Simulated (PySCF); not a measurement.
**C5H11BSSi (SMILES C=C[Si]1(SBC)CC1): density, localisation and related maps**

The calculation's input:

```
{"job": {"kind": "nmr", "xc": "PBE0", "basis": "pcSseg-1"}, "charge": 0, "multiplicity": 1}
C     -0.582000     2.616833     0.187004
C     -1.336658     1.604464     0.591795
Si    -1.098900    -0.168499     0.050305
S      0.537653    -0.507029    -1.332066
B      1.988335    -0.149163    -0.380577
C      3.407268    -0.299143    -1.045792
C     -1.649408    -1.616407     1.128154
C     -2.542193    -1.368705    -0.102037
H      0.240846     2.474648    -0.496174
H     -0.751928     3.629568     0.516937
H     -2.153026     1.795322     1.275931
H      1.875231     0.183686     0.738423
H      3.934539    -1.146665    -0.605966
H      3.371114    -0.463031    -2.120585
H      4.033644     0.571928    -0.856387
H     -2.111696    -1.436052     2.087396
H     -1.094506    -2.543999     1.123644
H     -2.534266    -2.142870    -0.854364
H     -3.543853    -1.025634     0.108296
```

Launched as:

```sh
OMP_NUM_THREADS=1 python probes_run.py task.json out
```

Geometry: GFN2-xTB.

The calculation used PySCF 2.14.0, PBE0/pcSseg-1, SCF density, gas phase, non-relativistic.

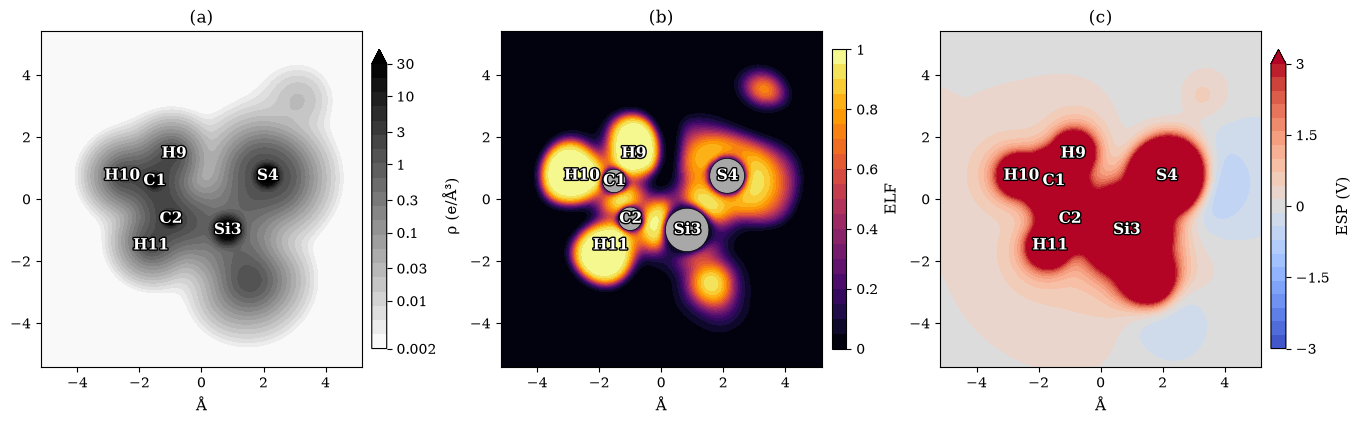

Figure 1. (a) electron density; (b) electron localisation function; (c) electrostatic potential on the plane of atoms C2, C1 and H9. Grey discs cover the atomic cores in the ELF map.

Describe what can be read from this map.

Answer. The plane passes through C, Si, S and H nuclei.
C–C (1.33 Å): the density is about 2.3 e/Å³ at the midpoint; the ELF peaks at about 0.90 between the atoms: a multiple bond.
C–Si (1.87 Å): the density is about 0.95 e/Å³ at the midpoint; the ELF peaks at about 0.95 between the atoms; a shared electron pair.
Si–S (2.17 Å): ρ at the midpoint is about 0.8 e/Å³; the ELF peaks at about 0.95 between the atoms (localised, covalent bonding).
C–H (1.08 Å): ρ is about 2 e/Å³ halfway; the ELF climbs to about 1 towards the hydrogen, as it does in any bond to H: a covalent bond by its length.
The ELF also peaks beside S4, away from the bonds: lone-pair regions.
Outside the dense part of the molecule the potential is most negative (−0.7 V) near S4.

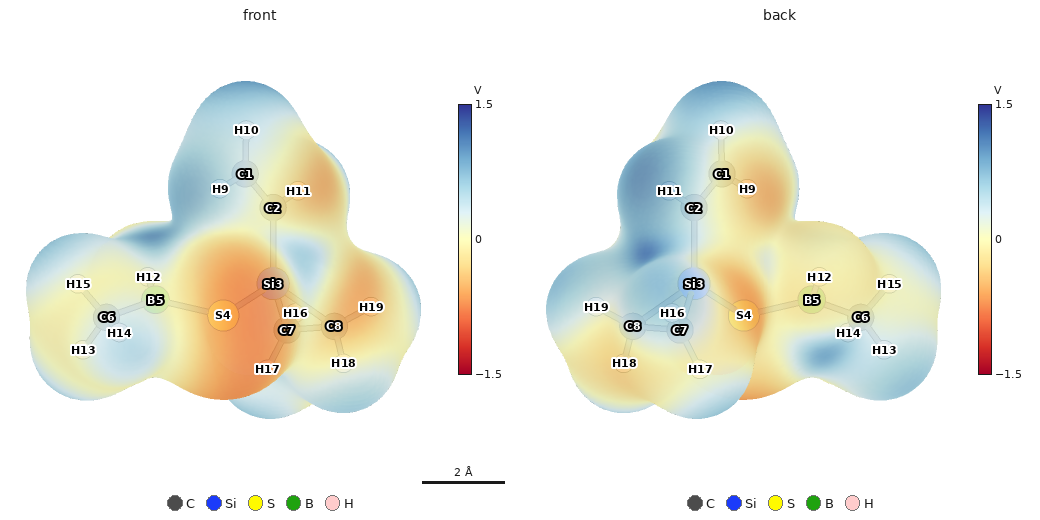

Figure 2. The electrostatic potential painted on the density surface at 0.002 e/bohr³, seen from the front and from behind; the colour scale runs from red (negative) to blue (positive).

Where is the surface potential most negative and most positive?

Answer. The most negative region (about −0.7 V) lies over S4, the most positive (about +1.0 V) over Si3, B5 and H11.

What dipole moment does the calculation give?

Answer. Its dipole moment is 1.32 D.
